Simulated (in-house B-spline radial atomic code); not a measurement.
# Eu⁵⁺: excited configurations

Aim: the energies of several excited configurations of Eu⁵⁺ above a reference configuration, each from its own self-consistent run.

The numbers are computed with in-house B-spline radial atomic code version 1 (scalar-relativistic (spin-free one-electron X2C) r2SCAN0, spin-polarised, spherical density, exact exchange averaged over the configuration, Fermi nucleus, basis-set limit), except any that are marked as measured or tabulated.

## 1. What is computed

* element: europium (Z = 63)
* charge: +5
* electrons: 58
* configuration: [Kr] 4d10 4f5 5s2 5p5
* Hamiltonian: scalar-relativistic (X2C)
* nucleus: Fermi, rms radius 5.112 fm

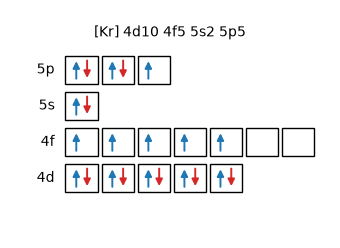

Outer shells as boxes.

Where spins are not typed, each open shell is filled with up spins first.

## 2. The reference configuration

Settings, as recorded:

```ini
Z = 63
electrons = 58.0
configuration = [Kr] 4d10 4f5 5s2 5p5
hamiltonian = x2c
method = r2scan0
spin_polarised = True
nucleus = fermi
rms_radius = 5.1115
mass_number = 153
atomic_mass = 152.921236789
speed_of_light = 137.035999084
exact_exchange = averaged over the configuration
```

Command:

```bash
> python run_scf.py task.json out
```

One command runs all members of the session, one after another, from task.json.

## 3. Configuration [Kr] 4d10 4f4 5s2 5p5 6s1

Settings: those of step 2 with these lines changed.

```diff
@@ -2,3 +2,3 @@
 electrons = 58.0
-configuration = [Kr] 4d10 4f5 5s2 5p5
+configuration = [Kr] 4d10 4f4 5s2 5p5 6s1
 hamiltonian = x2c
```

## 4. Run with [Xe] 4f4

Settings: those of step 3 with these lines changed.

```diff
@@ -2,3 +2,3 @@
 electrons = 58.0
-configuration = [Kr] 4d10 4f4 5s2 5p5 6s1
+configuration = [Xe] 4f4
 hamiltonian = x2c
```

## 5. Run with [Kr] 4d10 4f4 5s2 5p5 5d1

Settings: those of step 4 with these lines changed.

```diff
@@ -2,3 +2,3 @@
 electrons = 58.0
-configuration = [Xe] 4f4
+configuration = [Kr] 4d10 4f4 5s2 5p5 5d1
 hamiltonian = x2c
```

## 6. [Kr] 4d9 4f5 5s2 5p5 5d1

Settings: those of step 5 with these lines changed.

```diff
@@ -2,3 +2,3 @@
 electrons = 58.0
-configuration = [Kr] 4d10 4f4 5s2 5p5 5d1
+configuration = [Kr] 4d9 4f5 5s2 5p5 5d1
 hamiltonian = x2c
```

## 7. [Kr] 4d9 4f5 5s2 5p6

Settings: those of step 6 with these lines changed.

```diff
@@ -2,3 +2,3 @@
 electrons = 58.0
-configuration = [Kr] 4d9 4f5 5s2 5p5 5d1
+configuration = [Kr] 4d9 4f5 5s2 5p6
 hamiltonian = x2c
```

## 8. Configuration [Kr] 4d10 4f5 5s2 5p4 6p1

Settings: those of step 7 with these lines changed.

```diff
@@ -2,3 +2,3 @@
 electrons = 58.0
-configuration = [Kr] 4d9 4f5 5s2 5p6
+configuration = [Kr] 4d10 4f5 5s2 5p4 6p1
 hamiltonian = x2c
```

How far above the reference does each configuration lie (order and size, in eV)?

The runs gave:

| net move | configuration | 2|M_S|+1 | energy above the reference (eV) | largest <r> (bohr) |
| --- | --- | --- | --- | --- |
| 4f → 5p | [Xe] 4f4 | 5 | -7.227 | 1.45 |
| 4f → 5d | [Kr] 4d10 4f4 5s2 5p5 5d1 | 7 | 23.126 | 1.78 |
| 4f → 6s | [Kr] 4d10 4f4 5s2 5p5 6s1 | 7 | 34.036 | 2.65 |
| 5p → 6p | [Kr] 4d10 4f5 5s2 5p4 6p1 | 9 | 45.777 | 3.02 |
| 4d → 5p | [Kr] 4d9 4f5 5s2 5p6 | 7 | 124.97 | 1.45 |
| 4d → 5d | [Kr] 4d9 4f5 5s2 5p5 5d1 | 9 | 154.96 | 1.77 |

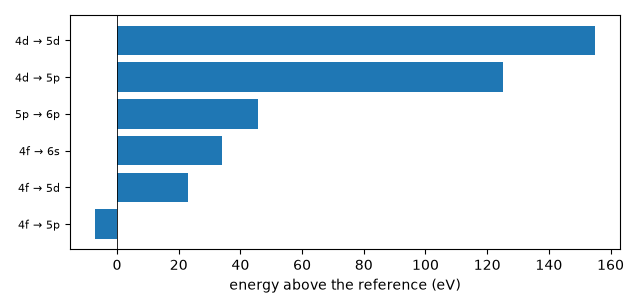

The configurations in order of energy, labelled by the net move of electrons.

**Reading.** At the bottom stands 4f → 5p (-7.227 eV), at the top 4d → 5d (154.96 eV). 4f → 5p lies below the reference, so at this level the reference is not the lowest of these configurations. 2 of them lie more than 60 % above minus the reference's highest level (74.519 eV), in the range where a state can decay by emitting an electron. The reference has 2|M_S|+1 = 7; 3 of the configurations differ from it in spin. These are spherical averages at the typed spins, not spectroscopic levels.
